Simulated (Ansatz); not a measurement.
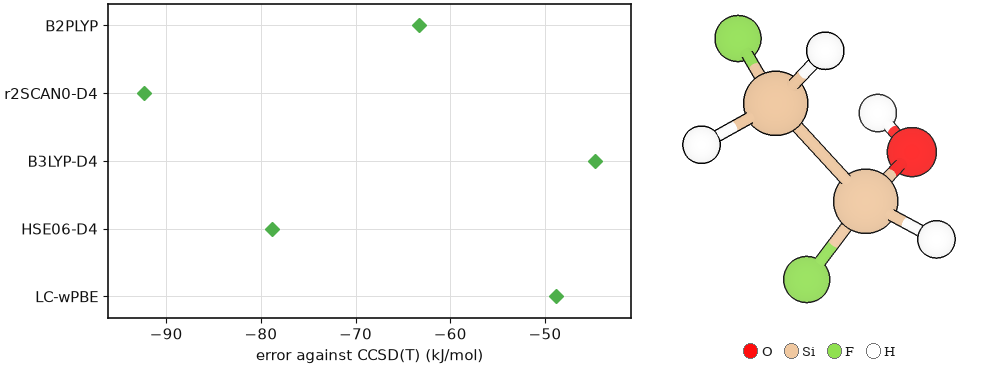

Error in the electronic atomisation energy (method less reference, so positive means overbinding) of Si₂H₄OF₂, SMILES O[Si@H](F)[SiH2]F: functionals in def2-TZVPP against frozen-core CCSD(T) at the limit (MP2 extrapolated from triple and quadruple zeta, plus CCSD(T) less MP2 in a smaller set), which gives 3314.7 kJ/mol, at a PBE0-D4/def2-TZVP geometry (a minimum by its frequencies), no zero-point or spin-orbit term, the Ansatz code. The reference leaves out core correlation, a term that grows with the number of heavy atoms. B2PLYP holds a correlation term that converges slowly with the basis, so part of the distance to the limit is basis error. No dispersion term is added to B2PLYP and LC-wPBE.

> What range do the values span?

From −92.3 kJ/mol (r2SCAN0-D4) to −44.7 kJ/mol (B3LYP-D4).

> Which of these levels overbind, and which underbind?

Overbind: none clearly. Underbind: B2PLYP, r2SCAN0-D4, B3LYP-D4, HSE06-D4 and LC-wPBE.

Caveats, for all or some of the runs: one conformer of a flexible molecule.
